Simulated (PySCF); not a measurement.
Input

```
{"job": {"kind": "nmr", "xc": "PBE0", "basis": "pcSseg-1", "pop": false}, "charge": 0, "multiplicity": 1}
C      2.073000    -1.026000     0.048200
C      0.791200    -0.394100     0.567000
C     -0.159800     0.273100     0.868400
Si    -1.726400     1.119500     1.021900
C     -2.967400    -0.012300     0.141600
H      1.939500    -1.026400    -1.068700
H      3.014700    -0.423500     0.167200
H      2.292200    -1.972000     0.554400
H     -1.781500     2.448200     0.403000
H     -1.868400     1.330700     2.471600
H     -2.894100     0.034000    -0.863200
H     -3.978800     0.187800     0.509400
H     -2.810000    -1.028100     0.420400
```

Launched as:

```sh
OMP_NUM_THREADS=1 python probes_run.py task.json out
```

Geometry: GFN2-xTB, MD frame at 250 fs, 600 K.

Level of theory: PBE0/pcSseg-1, SCF density, gas phase, non-relativistic in PySCF.

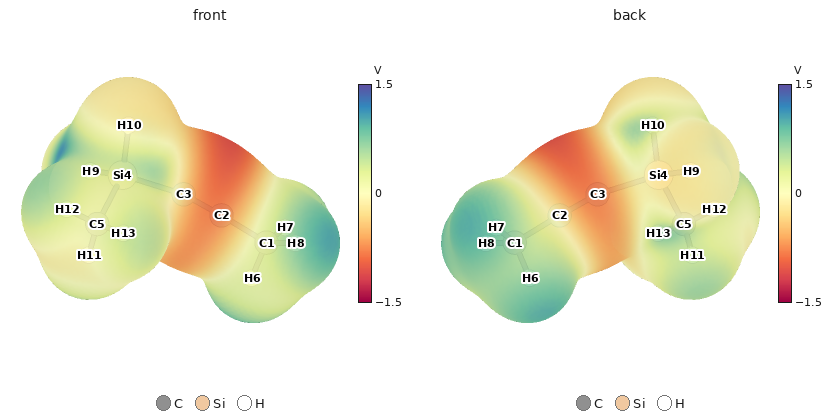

C4H8Si. The electrostatic potential painted on the density surface at 0.002 e/bohr³, seen from the front and from behind; the colour scale runs from red (negative) to blue (positive).

### Where is the surface potential most negative and most positive?

The most negative region (about −1.0 V) lies over C2 and C3, the most positive (about +1.0 V) over Si4, H6, H7 and H8.

### What dipole moment does the calculation give?

Its dipole moment is 1.45 D.
